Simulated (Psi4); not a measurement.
## Interaction calculation, with input and output: AlNaH$_{2}$SF$_{2}$ (part 2 of 2)

The same run, continued: AlNaH$_{2}$SF$_{2}$; B97-3c/def2-mTZVP, RKS (Psi4 1.11). The geometry comes from this level: GFN2-xTB.

Geometry of the input (Å):
```
F  -0.3879  1.3002  -0.7507
Na -1.0305  1.6378  1.0833
F  -1.3860  -1.7117  -0.8195
Al 0.1426  -1.0512  -0.7237
S  0.9001  -1.1570  1.4374
H  1.2492  -1.5733  -1.6212
H  2.0212  -0.5701  1.0406
```

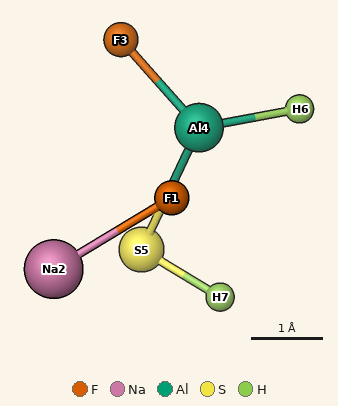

*The structure (ball-and-stick view, seen at a tilt; atoms are numbered from 1 in the order of the input). Sticks mark near contacts.*

The program's output, continued:
```
  DFHelper Memory: AOs need 0.015 GiB; user supplied 0.954 GiB.
  SCF_SUBTYPE=INCORE selected. In-core MEM_DF algorithm will be used.
  Using in-core AOs.

  ==> MemDFJK: Density-Fitted J/K Matrices <==

    J tasked:                   Yes
    K tasked:                    No
    wK tasked:                   No
    Memory [MiB]:               976
    Algorithm:                 Core
    Schwarz Cutoff:           1E-12
    Mask sparsity (%):       2.8145
    Fitting Condition:        1E-10

   => Auxiliary Basis Set <=

  Basis Set: (DEF2-MTZVP AUX)
    Blend: DEF2-UNIVERSAL-JKFIT
    Number of shells: 113
    Number of basis functions: 369
    Number of Cartesian functions: 443
    Spherical Harmonics?: true
    Max angular momentum: 4

  Cached 100.0% of DFT collocation blocks in 0.164 [GiB].

  Minimum eigenvalue in the overlap matrix is 1.3788718221E-02.
  Reciprocal condition number of the overlap matrix is 3.0249277019E-03.
    Using symmetric orthogonalization.

  ==> Pre-Iterations <==

  SCF Guess: Superposition of Atomic Densities via on-the-fly atomic UHF (no occupation information).

   -------------------------
    Irrep   Nso     Nmo
   -------------------------
     A         69      69
   -------------------------
    Total      69      69
   -------------------------

  ==> Iterations <==

                           Total Energy        Delta E     RMS |[F,P]|

   @DF-RKS iter SAD:  -741.10423606270672   -7.41104e+02   0.00000e+00
   @DF-RKS iter   1:  -741.40079663361439   -2.96561e-01   1.03362e-02 ADIIS/DIIS
   @DF-RKS iter   2:  -740.75237828523791    6.48418e-01   2.10827e-02 ADIIS/DIIS
   @DF-RKS iter   3:  -741.58219936745434   -8.29821e-01   2.70112e-03 ADIIS/DIIS
   @DF-RKS iter   4:  -741.59758742333418   -1.53881e-02   9.19384e-04 ADIIS/DIIS
   @DF-RKS iter   5:  -741.59847187477612   -8.84451e-04   5.42537e-04 ADIIS/DIIS
   @DF-RKS iter   6:  -741.59953386515383   -1.06199e-03   1.23580e-04 ADIIS/DIIS
   @DF-RKS iter   7:  -741.59956354973872   -2.96846e-05   3.36157e-05 DIIS
   @DF-RKS iter   8:  -741.59956602128909   -2.47155e-06   6.57230e-06 DIIS
   @DF-RKS iter   9:  -741.59956616612226   -1.44833e-07   1.39850e-06 DIIS
   @DF-RKS iter  10:  -741.59956617187197   -5.74971e-09   2.38606e-07 DIIS
  Energy and wave function converged.

  ==> Post-Iterations <==

   Electrons on quadrature grid:
      Ntotal   =   39.9999856807 ; deviation = -1.432e-05

    Final Occupation by Irrep:
              A
    DOCC [    20 ]
    NA   [    20 ]
    NB   [    20 ]

  @DF-RKS Final Energy:  -741.59956617187197

   => Energetics <=

    Nuclear Repulsion Energy =            127.8567040914921762
    One-Electron Energy =               -1283.3445881991624447
    Two-Electron Energy =                 469.3270758552587267
    DFT Exchange-Correlation Energy =     -55.4235290095370985
    Empirical Dispersion Energy =          -0.0152289099233653
    VV10 Nonlocal Energy =                  0.0000000000000000
    Total Energy =                       -741.5995661718719703

Computation Completed

Properties will be evaluated at   0.000000,   0.000000,   0.000000 [a0]

Properties computed using the SCF density matrix

 Multipole Moments:

 ------------------------------------------------------------------------------------
     Multipole            Electronic (a.u.)      Nuclear  (a.u.)        Total (a.u.)
 ------------------------------------------------------------------------------------

 L = 1.  Multiply by 2.5417464519 to convert [e a0] to [Debye]
 Dipole X            :        -12.7627503           13.3262353            0.5634849
 Dipole Y            :         94.9384758          -93.9679544            0.9705214
 Dipole Z            :        -11.3892238           10.6461312           -0.7430927
 Magnitude           :                                                    1.3459620

 ------------------------------------------------------------------------------------

	total time  =          2 seconds =       0.03 minutes

    Psi4 run time: 0:00:02.76

    -----------------------------------------------------------------------
                               Psi4 1.11 release

    h
    h
    h

    -----------------------------------------------------------------------

    Memory:     1.5 GiB
    Threads:    1
                ecpint, einsums, f̶o̶r̶t̶e̶, gauxc, gcp, g̶d̶m̶a̶, geometric, g̶p̶u̶_̶d̶f̶c̶c̶,
                i̶n̶t̶e̶g̶r̶a̶t̶o̶r̶x̶x̶, i̶p̶i̶, libefp, m̶d̶i̶, m̶p̶2̶d̶, m̶r̶c̶c̶, ooo,
                o̶p̶e̶n̶f̶e̶r̶m̶i̶o̶n̶p̶s̶i̶4̶, pcmsolver, p̶s̶i̶4̶f̶o̶c̶k̶c̶i̶, p̶s̶i̶x̶a̶s̶,
                p̶y̶e̶i̶n̶s̶u̶m̶s̶, r̶e̶s̶p̶, s̶i̶m̶i̶n̶t̶, s̶n̶s̶m̶p̶2̶,
                v̶2̶r̶d̶m̶_̶c̶a̶s̶s̶c̶f̶

  ==> Geometry <==

    Molecular point group: c1
    Full point group: C1

    Geometry (in Bohr), charge = 0, multiplicity = 1:

       Center              X                  Y                   Z               Mass
    ------------   -----------------  -----------------  -----------------  -----------------
         F           -0.733081455849     2.457078600104    -1.418598505120    18.998403162730
         NA          -1.947287183239     3.094993448275     2.047215900753    22.989769282000
         F           -2.619179307146    -3.234700900730    -1.548611662551    18.998403162730
         AL           0.269569431797    -1.986423411298    -1.367670386039    26.981538530000
         S            1.700885793741    -2.186356435371     2.716292332733    31.972071174400
         H            2.360740362228    -2.973068318660    -3.063699583637     1.007825032230
         H            3.819533342037    -1.077370658646     1.966373417106     1.007825032230

  Running in c1 symmetry.

  Rotational constants: A =      0.07787  B =      0.05691  C =      0.04240 [cm^-1]
  Rotational constants: A =   2334.56002  B =   1705.99395  C =   1270.99352 [MHz]
  Nuclear repulsion =  283.450289494190940

  Charge       = 0
  Multiplicity = 1
  Electrons    = 60
  Nalpha       = 30
  Nbeta        = 30

  ==> Primary Basis <==

  Basis Set: DEF2-MTZVP
    Blend: DEF2-MTZVP
    Number of shells: 52
    Number of basis functions: 102
    Number of Cartesian functions: 106
    Spherical Harmonics?: true
    Max angular momentum: 2

   => Molecular Quadrature <=

    Radial Scheme          =       TREUTLER
    Pruning Scheme         =           NONE
    Nuclear Scheme         =       TREUTLER

    Blocking Scheme        =         OCTREE
    BS radius alpha        =              1
    Pruning alpha          =              1
    Radial Points          =             75
    Spherical Points       =            302
    Total Points           =         152716
    Total Blocks           =           1226
    Max Points             =            256
    Max Functions          =             95
    Weights Tolerance      =       1.00E-15

  ==> Integral Setup <==

  DFHelper Memory: AOs need 0.045 GiB; user supplied 0.821 GiB.
  SCF_SUBTYPE=INCORE selected. In-core MEM_DF algorithm will be used.
  Using in-core AOs.

  ==> MemDFJK: Density-Fitted J/K Matrices <==

    J tasked:                   Yes
    K tasked:                    No
    wK tasked:                   No
    Memory [MiB]:               840
    Algorithm:                 Core
    Schwarz Cutoff:           1E-12
    Mask sparsity (%):       5.9592
    Fitting Condition:        1E-10

   => Auxiliary Basis Set <=

  Basis Set: (DEF2-MTZVP AUX)
    Blend: DEF2-UNIVERSAL-JKFIT
    Number of shells: 172
    Number of basis functions: 558
    Number of Cartesian functions: 673
    Spherical Harmonics?: true
    Max angular momentum: 4

  Cached 100.0% of DFT collocation blocks in 0.297 [GiB].

  Minimum eigenvalue in the overlap matrix is 9.8086918574E-03.
  Reciprocal condition number of the overlap matrix is 1.9658974869E-03.
    Using symmetric orthogonalization.

  ==> Pre-Iterations <==

  SCF Guess: Superposition of Atomic Densities via on-the-fly atomic UHF (no occupation information).

   -------------------------
    Irrep   Nso     Nmo
   -------------------------
     A        102     102
   -------------------------
    Total     102     102
   -------------------------

  ==> Iterations <==

                           Total Energy        Delta E     RMS |[F,P]|

   @DF-RKS iter SAD: -1002.93681506001940   -1.00294e+03   0.00000e+00
   @DF-RKS iter   1: -1003.44058748533723   -5.03772e-01   9.19329e-03 ADIIS/DIIS
   @DF-RKS iter   2:  -999.63470371261872    3.80588e+00   2.80198e-02 ADIIS/DIIS
   @DF-RKS iter   3: -1003.59172270480769   -3.95702e+00   6.01259e-03 ADIIS/DIIS
   @DF-RKS iter   4: -1003.72140277188896   -1.29680e-01   3.01799e-03 ADIIS/DIIS
   @DF-RKS iter   5: -1003.74867568671937   -2.72729e-02   7.08826e-04 ADIIS/DIIS
   @DF-RKS iter   6: -1003.75042618739224   -1.75050e-03   3.18327e-04 ADIIS/DIIS
   @DF-RKS iter   7: -1003.75079887500158   -3.72688e-04   8.84837e-05 DIIS
   @DF-RKS iter   8: -1003.75084598571550   -4.71107e-05   1.68572e-05 DIIS
   @DF-RKS iter   9: -1003.75084760333687   -1.61762e-06   3.16149e-06 DIIS
   @DF-RKS iter  10: -1003.75084766664918   -6.33123e-08   7.06935e-07 DIIS
  Energy and wave function converged.

  ==> Post-Iterations <==

   Electrons on quadrature grid:
      Ntotal   =   59.9999508955 ; deviation = -4.910e-05

    Orbital Energies [Eh]
    ---------------------

    Doubly Occupied:

       1A    -87.999757     2A    -55.363928     3A    -37.943733
       4A    -24.173150     5A    -24.129354     6A     -7.692293
       7A     -5.722872     8A     -5.717123     9A     -5.714184
      10A     -3.969413    11A     -2.574887    12A     -2.571891
      13A     -2.569043    14A     -2.122969    15A     -1.097183
      16A     -1.096527    17A     -1.095921    18A     -1.017919
      19A     -0.948754    20A     -0.640996    21A     -0.384297
      22A     -0.352186    23A     -0.324294    24A     -0.317490
      25A     -0.313722    26A     -0.282668    27A     -0.275068
      28A     -0.265557    29A     -0.242219    30A     -0.216553

    Virtual:

      31A     -0.073853    32A     -0.015694    33A      0.005849
      34A      0.009773    35A      0.025821    36A      0.035343
      37A      0.046922    38A      0.053046    39A      0.077516
      40A      0.118781    41A      0.188832    42A      0.189454
      43A      0.243007    44A      0.262512    45A      0.272069
      46A      0.290643    47A      0.347772    48A      0.398306
      49A      0.408216    50A      0.488859    51A      0.515310
      52A      0.569128    53A      0.581350    54A      0.600192
      55A      0.614378    56A      0.626071    57A      0.643058
      58A      0.647619    59A      0.663547    60A      0.689285
      61A      0.721107    62A      0.788324    63A      0.797294
      64A      0.871128    65A      0.880371    66A      0.919146
      67A      0.948072    68A      0.974036    69A      1.025234
      70A      1.071345    71A      1.109546    72A      1.839231
      73A      1.841543    74A      1.902580    75A      1.921942
      76A      1.952043    77A      2.000125    78A      2.013330
      79A      2.023315    80A      2.042843    81A      2.068493
      82A      2.097527    83A      2.113753    84A      2.131757
      85A      2.196165    86A      2.261676    87A      2.307150
      88A      2.429146    89A      2.622420    90A      3.114943
      91A      3.142885    92A      3.168416    93A      3.193685
      94A      3.268649    95A      3.322853    96A      3.458151
      97A      3.708469    98A      3.814993    99A      6.594092
     100A     17.924157   101A     56.318074   102A     56.444965

    Final Occupation by Irrep:
              A
    DOCC [    30 ]
    NA   [    30 ]
    NB   [    30 ]

  @DF-RKS Final Energy: -1003.75084766664918

   => Energetics <=

    Nuclear Repulsion Energy =            283.4502894941909403
    One-Electron Energy =               -1964.0689313741374917
    Two-Electron Energy =                 757.2229604170109951
    DFT Exchange-Correlation Energy =     -80.3327141757129226
    Empirical Dispersion Energy =          -0.0224520280006835
    VV10 Nonlocal Energy =                  0.0000000000000000
    Total Energy =                      -1003.7508476666491788

Computation Completed

Properties will be evaluated at   0.000000,   0.000000,   0.000000 [a0]

Properties computed using the SCF density matrix

 Multipole Moments:

 ------------------------------------------------------------------------------------
     Multipole            Electronic (a.u.)      Nuclear  (a.u.)        Total (a.u.)
 ------------------------------------------------------------------------------------

 L = 1.  Multiply by 2.5417464519 to convert [e a0] to [Debye]
 Dipole X            :         13.9055282          -14.6916569           -0.7861286
 Dipole Y            :         40.1731213          -37.8093191            2.3638023
 Dipole Z            :        -18.6623225           20.3981195            1.7357971
 Magnitude           :                                                    3.0362067

 ------------------------------------------------------------------------------------

	total time  =          5 seconds =       0.08 minutes

    Psi4 run time: 0:00:04.60

  //>>>>>>>>>>>>>>>>>>>>>>>>>>>>>>>>>>>//
  //          ManyBody Results         //
  //<<<<<<<<<<<<<<<<<<<<<<<<<<<<<<<<<<<//

   ==> N-Body: Non-Counterpoise Corrected (NoCP) energies <==

              MC n-Body  Total Energy            Interaction Energy                          N-body Contribution to Interaction Energy
                         [Eh]                    [Eh]                  [kcal/mol]            [Eh]                  [kcal/mol]
              §A  1    -1003.666856387818        0.000000000000        0.000000000000        0.000000000000        0.000000000000
     FULL/RTN §A  2    -1003.750847666649       -0.083991278831      -52.705323181166       -0.083991278831      -52.705323181166

   MC Legend: §A: "(auto)"

    Psi4 run time: 0:00:10.70

[set-up sections that repeat, and orbital energies of the middle runs, are left out above]
```

Summary:

```tsv
quantity	value
outcome	converged
basis functions	102
wall time	12 s
peak memory	0.59 GiB
```
